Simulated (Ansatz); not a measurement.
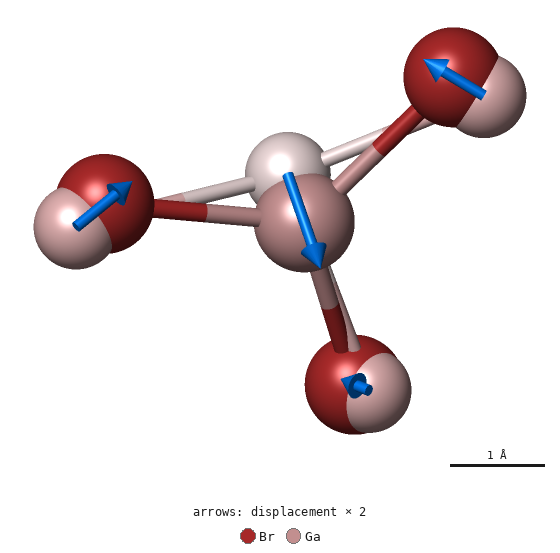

A relaxation of GaBr$_{3}$ (coarse preliminary run). The starting structure is drawn faded, the final one solid; blue arrows show the displacements, 2 times their true length. The two geometries are superimposed by the best rigid fit.

A ball-and-stick model, seen at a tilt.

The start comes from a force field.

The calculation used RKS PBE-D4/def2-SVP (Ansatz 0.2.0). Set-up: force threshold 0.03 eV/Å; at most 200 steps.

Atoms of which element are displaced furthest, and by how much?

Answer. Gallium: up to 0.58 Å, against 0.41 Å for bromine.

What did the optimiser do to the structure, and how much energy did it gain?

Answer. Over 4 geometry steps the energy falls by 36.2 kcal/mol. The largest force component goes from 2 to 0.0047 eV/Å. The Ga atom moves most after the best rigid fit: 0.58 Å. By element the largest moves are Ga 0.58 Å, Br 0.41 Å. Among the contacts that change: Br–Ga 2.652 → 2.284 Å, Br–Ga 2.612 → 2.284 Å, Br–Ga 2.388 → 2.284 Å. Among the angles between lasting bonds that change: Br–Ga–Br 98.6° → 120.0°, Br–Ga–Br 105.8° → 119.9°, Br–Ga–Br 132.4° → 120.1°.
